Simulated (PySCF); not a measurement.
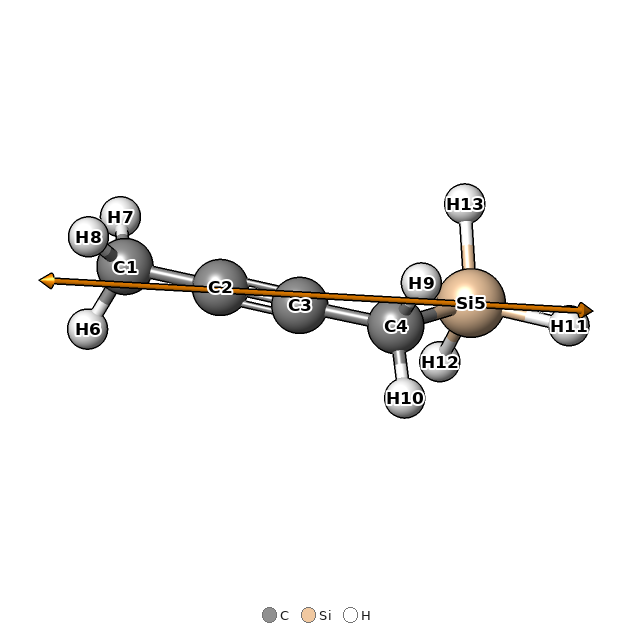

The double arrow shows the direction of the transition dipole to excited singlet state 4 (its length means nothing). The geometry was computed by an optimisation with PBE0-D3(BJ)/def2-SVP. No frequency run is at hand to confirm it as a minimum. Level of theory: TDDFT PBE/def2-SVPD, vertical, gas phase, core orbitals frozen in the response (PySCF 2.14.0).

> How is the transition polarised?

Close to the long direction C1···Si5.

> Give its energy, strength and character.

6.09 eV (204 nm), oscillator strength 0.080, mainly HOMO → LUMO+1 (weight 0.67); transition dipole 1.86 D.
